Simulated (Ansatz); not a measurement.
# Electron scattering at the Σ5 (310) boundary in fcc Al, starting shift (0.5, 0.5), part 3 of 3

How much does the Σ5 (310) boundary in fcc Al, starting shift (0.5, 0.5) reflect electrons?

Ansatz 0.2.0; Ansatz plane-wave DFT, PBE, PAW files; relaxation of a bicrystal slab with its lowest layers held; PAW set soft_1 (the session's first sound run).

So far. Step 3 (Transmission across the boundary): Over the solved energies the transmission per spin lies between 3.22 and 3.42, out of 5.06 channels of the lead on average (up to 5.12). Step 4 (Specific resistance): Averaged over the energies near the Fermi level, 65.4 % of the channels pass, which makes 0.349 fΩ m².

**5. Single-crystal slab for reference**

This step: Ansatz plane-wave DFT, PBE, PAW files; relaxation of a single-crystal slab with its lowest layers held; PAW set soft_1 (Ansatz 0.2.0).

System of this step: Al slab, plane (3, 1, 0). The cell holds 31 atoms: 31 Al. Cell: a = 6.400 Å, b = 4.048 Å, c = 30.201 Å, α = 90.0°, β = 90.0°, γ = 90.0°. It derives from Al. Vacuum lies along c.

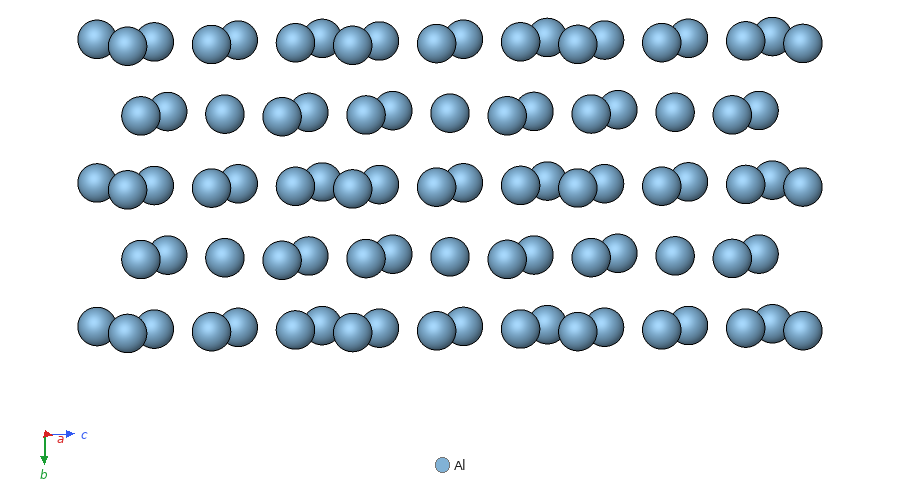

The cell of this step (aluminium light blue). 1×2×1 cells are drawn. Some periodic images of atoms are drawn too.

The input, input.yaml:

```yaml
crystal:
  lattice:
    - [6.40040255, 0.0, 0.0]
    - [0.0, 4.04797, 0.0]
    - [0.0, 0.0, 30.20120765]
  atoms:
    - { symbol: Al, position: [0.0, 0.0, 0.1655562936] }
    - { symbol: Al, position: [0.7, 0.5, 0.186748832] }
    - { symbol: Al, position: [0.4, 0.0, 0.2079413705] }
    - { symbol: Al, position: [0.1, 0.5, 0.229133909] }
    - { symbol: Al, position: [0.8, 0.0, 0.2503264475] }
    - { symbol: Al, position: [0.5, 0.5, 0.2715189859] }
    - { symbol: Al, position: [0.2, 0.0, 0.2927115244] }
    - { symbol: Al, position: [0.9, 0.5, 0.3139040629] }
    - { symbol: Al, position: [0.6, 0.0, 0.3350966013] }
    - { symbol: Al, position: [0.3, 0.5, 0.3562891398] }
    - { symbol: Al, position: [0.0, 0.0, 0.3774816783] }
    - { symbol: Al, position: [0.7, 0.5, 0.3986742168] }
    - { symbol: Al, position: [0.4, 0.0, 0.4198667552] }
    - { symbol: Al, position: [0.1, 0.5, 0.4410592937] }
    - { symbol: Al, position: [0.8, 0.0, 0.4622518322] }
    - { symbol: Al, position: [0.5, 0.5, 0.4834443706] }
    - { symbol: Al, position: [0.2, 0.0, 0.5046369091] }
    - { symbol: Al, position: [0.9, 0.5, 0.5258294476] }
    - { symbol: Al, position: [0.6, 0.0, 0.5470219861] }
    - { symbol: Al, position: [0.3, 0.5, 0.5682145245] }
    - { symbol: Al, position: [0.0, 0.0, 0.589407063] }
    - { symbol: Al, position: [0.7, 0.5, 0.6105996015] }
    - { symbol: Al, position: [0.4, 0.0, 0.6317921399] }
    - { symbol: Al, position: [0.1, 0.5, 0.6529846784] }
    - { symbol: Al, position: [0.8, 0.0, 0.6741772169] }
    - { symbol: Al, position: [0.5, 0.5, 0.6953697554] }
    - { symbol: Al, position: [0.2, 0.0, 0.7165622938] }
    - { symbol: Al, position: [0.9, 0.5, 0.7377548323] }
    - { symbol: Al, position: [0.6, 0.0, 0.7589473708] }
    - { symbol: Al, position: [0.3, 0.5, 0.7801399092] }
    - { symbol: Al, position: [0.0, 0.0, 0.8013324477] }
kpoints:
  mp_grid: { grid: [4, 6, 1] }
hamiltonian:
  xc: pbe
  pseudopotentials: { kind: paw, azcp: { folder: soft_1 } }
scf:
  occupations: { method: fermi_dirac, width: 0.1 }
relax:
  f_tol: 0.03
  max_steps: 80
  constraints: [{ sites: [0, 1, 2, 3, 4] }]
```

On the command line:

```sh
ansatz run input.yaml --threads 4 --pin off --max-ram 15360MiB --backend cpu --events-out ev --progress --plain --runs-dir out
```

Numbers of over 12 decimals in the logs are rounded to 6 here.

Output:

```text
Warning: crystal.symmetry: narrowed to the stabiliser of the relax constraints — unitary ops 4 → 2; lowered at sites 0, 1, 2, 3, 4, 26, 27, 28, 29, 30 (the operations that carried what is held of a site onto what its image site leaves free; the constrained walk keeps no symmetry that its constraints do not admit)
[...]
Crystal: 31 atoms, lattice volume = 782.472 Å³
Basis set: ecut = 420 eV, 15321 PW (Γ), exchange–correlation on 90×60×432 points (8 copies of the dense FFT grid, shifted against one another)
Bands: 78, of which v1, the nominal top of the filled ones, is band 47 counted from 1 (46 counted from 0)
Symmetry: 2 space group operations
k-points: 12 of 24 (time reversal used)
[...]
SCF iter   1: F=—  HF=-16662.778907 eV  |F-HF|=—  |Δ(HF+E_count)|=         —  Δρ=2.10e-2  dr2=5.14e1  ethr=3.10e-3  ⟨swp⟩=9.1  Hψ=5477  notcnv=0  defer=31
[...]
SCF iter   6: F=-16659.529477 eV  HF=-16659.529488 eV  |F-HF|=1.04e-5  |Δ(HF+E_count)|=   1.75e-5  Δρ=2.32e-5  dr2=1.99e-5  ethr=2.42e-8  ⟨swp⟩=3.8  Hψ=3907  notcnv=0
SCF 1 converged in 6 iterations: F = -16659.529477 eV  dr2 = 1.99e-5
[...]
relax step   1: F+E_penalty+E_count = -16659.52947746 eV  Δ(F+E_penalty+E_count) = +0.000e0 eV  max|allowed force component| = 3.370e-1 eV/Å  Δτ_max = 0.0000 Å  (6 SCF iters, dr2 threshold 2.25e-5 eV, accepted)
[...]
SCF iter   5: F=-16659.583492 eV  HF=-16659.583492 eV  |F-HF|=3.47e-8  |Δ(HF+E_count)|=   2.52e-6  Δρ=6.22e-6  dr2=7.99e-7  ethr=1.67e-9  ⟨swp⟩=4.8  Hψ=2936  notcnv=0
SCF 2 converged in 5 iterations: F = -16659.583492 eV  dr2 = 7.99e-7
relax step   2: F+E_penalty+E_count = -16659.58349191 eV  Δ(F+E_penalty+E_count) = -5.401e-2 eV  max|allowed force component| = 5.763e-2 eV/Å  Δτ_max = 0.1515 Å  (5 SCF iters, dr2 threshold 7.10e-6 eV, accepted)
SCF iter   1: F=—  HF=-16659.590209 eV  |F-HF|=—  |Δ(HF+E_count)|=         —  Δρ=8.27e-4  dr2=4.24e-2  ethr=6.52e-4  ⟨swp⟩=3.1  Hψ=2138  notcnv=0  defer=43
[...]
SCF iter   5: F=-16659.587904 eV  HF=-16659.587904 eV  |F-HF|=1.16e-8  |Δ(HF+E_count)|=   1.92e-7  Δρ=2.26e-6  dr2=9.04e-8  ethr=1.08e-10  ⟨swp⟩=5.7  Hψ=3374  notcnv=0
SCF 3 converged in 5 iterations: F = -16659.587904 eV  dr2 = 9.04e-8
relax step   3: F+E_penalty+E_count = -16659.58790448 eV  Δ(F+E_penalty+E_count) = -4.413e-3 eV  max|allowed force component| = 2.981e-2 eV/Å  Δτ_max = 0.0511 Å  (5 SCF iters, accepted)
SCF converged after 5 iterations
Free energy (F): -16659.587904 eV
[...]
Internal energy: -16659.177105 eV  (E = F + TS)
E sigma→0 (E₀):  -16659.382505 eV
Entropy (-TS):   -0.410799 eV (-13.252 meV/atom)
Fermi energy:    3.791128 eV
[...]
--- Forces (eV/Å), atoms counted from 1 ---
  atom   1  Al    -0.09804911     0.00000000     0.33889686
  atom   2  Al     0.11248786     0.00000000    -0.08425754
  atom   3  Al    -0.12457213     0.00000000    -0.21511211
  atom   4  Al     0.03723925     0.00000000    -0.07788786
  atom   5  Al     0.04851353     0.00000000     0.02829885
  atom   6  Al     0.00359721     0.00000000     0.00294351
  atom   7  Al    -0.00046948     0.00000000    -0.00656179
  atom   8  Al    -0.00431695     0.00000000     0.00017007
  atom   9  Al    -0.00208615     0.00000000     0.00153145
  atom  10  Al    -0.00004672     0.00000000     0.00529165
  atom  11  Al     0.00245646     0.00000000     0.01074324
  atom  12  Al     0.00150244     0.00000000     0.01108076
  atom  13  Al     0.00180875     0.00000000     0.00945145
  atom  14  Al     0.00411225     0.00000000     0.01072586
  atom  15  Al     0.00152971     0.00000000     0.00290966
  atom  16  Al     0.00101102     0.00000000    -0.00381730
  atom  17  Al    -0.00002202     0.00000000    -0.00615871
  atom  18  Al    -0.00167201     0.00000000    -0.01519596
  atom  19  Al    -0.00011639     0.00000000    -0.01446352
  atom  20  Al    -0.00185120     0.00000000    -0.00804313
  atom  21  Al    -0.00175981     0.00000000    -0.01865645
  atom  22  Al    -0.00028635     0.00000000    -0.01224991
  atom  23  Al     0.00848404     0.00000000    -0.00765684
  atom  24  Al     0.00262512     0.00000000    -0.00530994
  atom  25  Al     0.00206458     0.00000000     0.01024707
  atom  26  Al     0.00013366     0.00000000     0.01307399
  atom  27  Al     0.00061772     0.00000000     0.00753066
  atom  28  Al     0.00619125     0.00000000    -0.00214565
  atom  29  Al    -0.00820372     0.00000000    -0.00335985
  atom  30  Al     0.01533795     0.00000000    -0.00182966
  atom  31  Al    -0.00628819     0.00000000     0.02981189
  max |Σ_I F_I| component: 2.74e-5 eV/Å
--- Relaxed structure (3 steps of the walk, 3 accepted, 0 SCFs on fresh bases) ---
  F+E_penalty+E_count = -16659.58790448 eV   max|allowed force component| = 2.981e-2 eV/Å
  atoms:
    - { symbol: Al, position: [0.0, 0.0, 0.165556] }
    - { symbol: Al, position: [0.7, 0.5, 0.186749] }
    - { symbol: Al, position: [0.4, 0.0, 0.207941] }
    - { symbol: Al, position: [0.1, 0.5, 0.229134] }
    - { symbol: Al, position: [0.8, 0.0, 0.250326] }
    - { symbol: Al, position: [0.501026, 0.5, 0.271252] }
    - { symbol: Al, position: [0.203940, 0.0, 0.293064] }
    - { symbol: Al, position: [0.907503, 0.5, 0.314095] }
    - { symbol: Al, position: [0.608337, 0.0, 0.335482] }
    - { symbol: Al, position: [0.306805, 0.5, 0.357045] }
    - { symbol: Al, position: [0.00508583, 0.0, 0.378489] }
    - { symbol: Al, position: [0.704575, 0.5, 0.399899] }
    - { symbol: Al, position: [0.404294, 0.0, 0.421179] }
    - { symbol: Al, position: [0.103068, 0.5, 0.442347] }
    - { symbol: Al, position: [0.802703, 0.0, 0.463464] }
    - { symbol: Al, position: [0.503051, 0.5, 0.484890] }
    - { symbol: Al, position: [0.203483, 0.0, 0.506367] }
    - { symbol: Al, position: [0.903154, 0.5, 0.527493] }
    - { symbol: Al, position: [0.602017, 0.0, 0.548591] }
    - { symbol: Al, position: [0.301934, 0.5, 0.569971] }
    - { symbol: Al, position: [0.00123292, 0.0, 0.591363] }
    - { symbol: Al, position: [0.699961, 0.5, 0.612894] }
    - { symbol: Al, position: [0.399872, 0.0, 0.634158] }
    - { symbol: Al, position: [0.098861, 0.5, 0.655220] }
    - { symbol: Al, position: [0.801480, 0.0, 0.677068] }
    - { symbol: Al, position: [0.507504, 0.5, 0.699333] }
    - { symbol: Al, position: [0.210837, 0.0, 0.717596] }
    - { symbol: Al, position: [0.905520, 0.5, 0.739987] }
    - { symbol: Al, position: [0.611479, 0.0, 0.765185] }
    - { symbol: Al, position: [0.306795, 0.5, 0.783412] }
    - { symbol: Al, position: [0.018271, 0.0, 0.798880] }
```

Wall time 46 s (4 threads of Arm Neoverse V1, shared host); peak memory 1.6 GiB; 3 min of CPU time.

The steps of the relaxation:

| step | energy less that of the first step (eV) | largest force component (eV/Å) |
| --- | --- | --- |
| 1 | 0.0000 | 0.3370 |
| 2 | -0.0540 | 0.0576 |
| 3 | -0.0584 | 0.0298 |

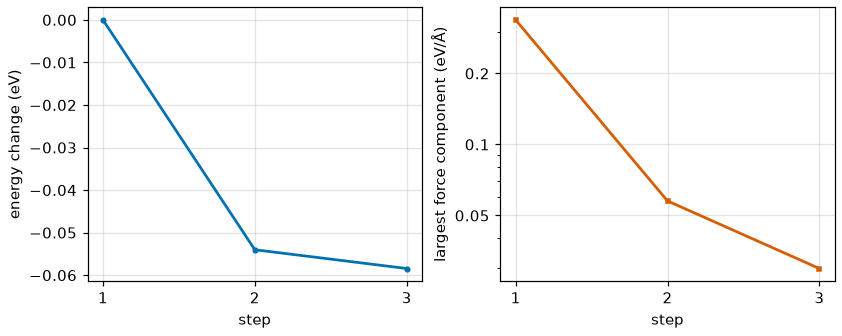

Energy and largest force along the relaxation.

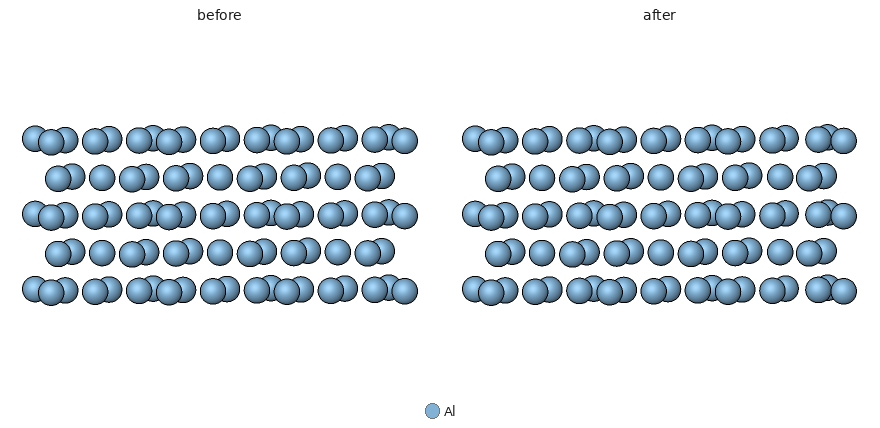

Before and after, at one scale.

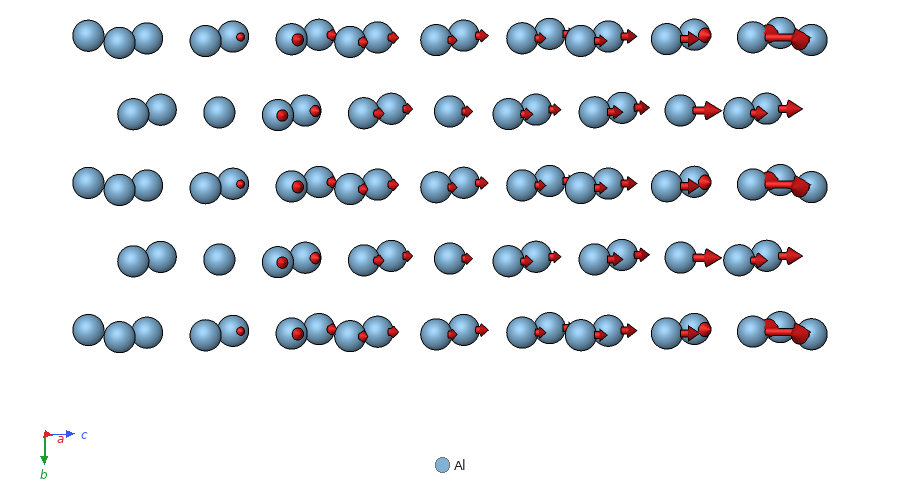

Displacements in the relaxation, exaggerated; the longest in the cell stands for 0.20 Å. 1×2×1 cells are drawn. Some periodic images of atoms are drawn too.

The atoms that moved most (Å):

| atom | dx | dy | dz | length |
| --- | --- | --- | --- | --- |
| Al29 | 0.073 | 0.000 | 0.188 | 0.202 |
| Al31 | 0.117 | 0.000 | -0.074 | 0.138 |
| Al26 | 0.048 | 0.000 | 0.120 | 0.129 |
| Al30 | 0.043 | 0.000 | 0.099 | 0.108 |
| Al25 | 0.009 | 0.000 | 0.087 | 0.088 |
| Al28 | 0.035 | 0.000 | 0.067 | 0.076 |
| Al27 | 0.069 | 0.000 | 0.031 | 0.076 |
| Al23 | -0.001 | 0.000 | 0.071 | 0.071 |

The relaxed structure:

```
Al
1.0
     6.40040    0.00000    0.00000
     0.00000    4.04797    0.00000
     0.00000    0.00000   30.20121
Al
31
Direct
  0.00000 0.00000 0.16556
  0.70000 0.50000 0.18675
  0.40000 0.00000 0.20794
  0.10000 0.50000 0.22913
  0.80000 0.00000 0.25033
  0.50103 0.50000 0.27125
  0.20394 0.00000 0.29306
  0.90750 0.50000 0.31409
  0.60834 0.00000 0.33548
  0.30680 0.50000 0.35705
  0.00509 0.00000 0.37849
  0.70457 0.50000 0.39990
  0.40429 0.00000 0.42118
  0.10307 0.50000 0.44235
  0.80270 0.00000 0.46346
  0.50305 0.50000 0.48489
  0.20348 0.00000 0.50637
  0.90315 0.50000 0.52749
  0.60202 0.00000 0.54859
  0.30193 0.50000 0.56997
  0.00123 0.00000 0.59136
  0.69996 0.50000 0.61289
  0.39987 0.00000 0.63416
  0.09886 0.50000 0.65522
  0.80148 0.00000 0.67707
  0.50750 0.50000 0.69933
  0.21084 0.00000 0.71760
  0.90552 0.50000 0.73999
  0.61148 0.00000 0.76519
  0.30680 0.50000 0.78341
  0.01827 0.00000 0.79888
```

This step gave:

* free energy: -16659.5879 eV
* energy at zero smearing: -16659.3825 eV
* Fermi energy: 3.791 eV

The largest force component on a free atom ends at 0.030 eV/Å, under the tolerance of 0.03, after 3 steps.

**6. Bulk reference**

This step: Ansatz plane-wave DFT, PBE, PAW files; bulk reference; PAW set soft_1 (Ansatz 0.2.0).

System of this step: Al. Symmetry: Fm-3m, No. 225, cubic system. The conventional cell has a = 4.048 Å, b = 4.048 Å, c = 4.048 Å, α = 90.00°, β = 90.00°, γ = 90.00°. Nearest to Al lie 12 Al at 2.86 Å.

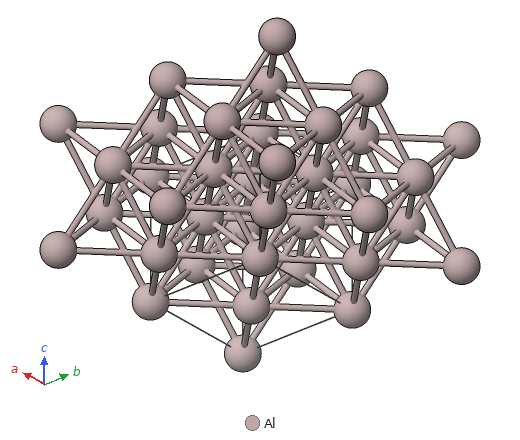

The cell of this step (aluminium light grey). 2×2×1 conventional cells are drawn. Some periodic images of atoms are drawn too.

input.yaml, the sections that differ from step 5:

```yaml
crystal:
  lattice:
    - [0.0, 2.023985, 2.023985]
    - [2.023985, 0.0, 2.023985]
    - [2.023985, 2.023985, 0.0]
  atoms:
    - { symbol: Al, position: [0.0, 0.0, 0.0] }
kpoints:
  mp_grid: { grid: [18, 18, 18] }
# hamiltonian, scf: as in step 5
# relax: removed
```

Output:

```text
[...]
Crystal: 1 atoms, lattice volume = 16.583 Å³
Basis set: ecut = 420 eV, 331 PW (Γ)
Bands: 6, of which v1, the nominal top of the filled ones, is band 2 counted from 1 (1 counted from 0)
Symmetry: 48 space group operations
[...]
k-points: 195 of 5832
[...]
SCF iter   1: F=—  HF=-537.541617 eV  |F-HF|=—  |Δ(HF+E_count)|=         —  Δρ=2.25e-2  dr2=8.96e-2  ethr=3.10e-3  ⟨swp⟩=4.3  Hψ=9770  notcnv=0
[...]
SCF iter   5: F=-537.508360 eV  HF=-537.508360 eV  |F-HF|=7.58e-11  |Δ(HF+E_count)|=   4.82e-8  Δρ=1.70e-6  dr2=2.71e-10  ethr=2.71e-9  ⟨swp⟩=1.0  Hψ=2876  notcnv=0
SCF 1 converged in 5 iterations: F = -537.508360 eV  dr2 = 2.71e-10
[...]
SCF converged after 5 iterations
Free energy (F): -537.508360 eV
[...]
Internal energy: -537.493812 eV  (E = F + TS)
E sigma→0 (E₀):  -537.501086 eV
Entropy (-TS):   -0.014548 eV (-14.548 meV/atom)
Fermi energy:    7.869441 eV
[...]
```

Run time: 0.38 s. Hardware: 4 threads; peak memory 0.25 GiB.

This step gave:

| Quantity | Value |
| --- | --- |
| free energy | -537.5084 eV |
| energy at zero smearing | -537.5011 eV |
| Fermi energy | 7.869 eV |

**7. Boundary energy**

This step: Ansatz plane-wave DFT, PBE, PAW files; bicrystal less single-crystal slab less bulk atoms, a boundary area; PAW set soft_1 (Ansatz 0.2.0).

Numbers from this step:

```yaml
excess_energy_of_the_cell: 1.115 eV
boundary_energy: 0.6895 J/m²
```

The boundary costs 0.69 J/m².

By hand: 1.11 eV / 25.91 Å² × 16.02 = 0.689 J/m².

**8. Summary of results**

| Property | Result |
| --- | --- |
| specific resistance of the boundary | 0.349 fΩ m² |
| share of channels that pass | 0.654 |
| boundary energy | 0.689 J/m² |

In words: The boundary has a specific resistance of 0.35 fΩ m² and an energy of 0.69 J/m². The boundary reflects 35 % of the channels; 0.35 fΩ m² is 3.5×10⁻¹² Ω·cm². That equals the resistance of 13 nm of bulk Al at 300 K (measured 2.733 µΩ cm, CRC Handbook of Chemistry and Physics, 84th ed., 2003, Electrical Resistivity of Pure Metals). One starting structure was relaxed; another shift or atom count at the boundary may lie lower.

[Logs are printed without paths, hosts, clocks, repeated set-up lines and the standing remarks that a program may print on its own settings, such as how far it seeks lower states.]

[Hosts, paths, dates, database ids (printed as entryN), source tags and the programs' standing remarks are cut or masked in the printed files.]
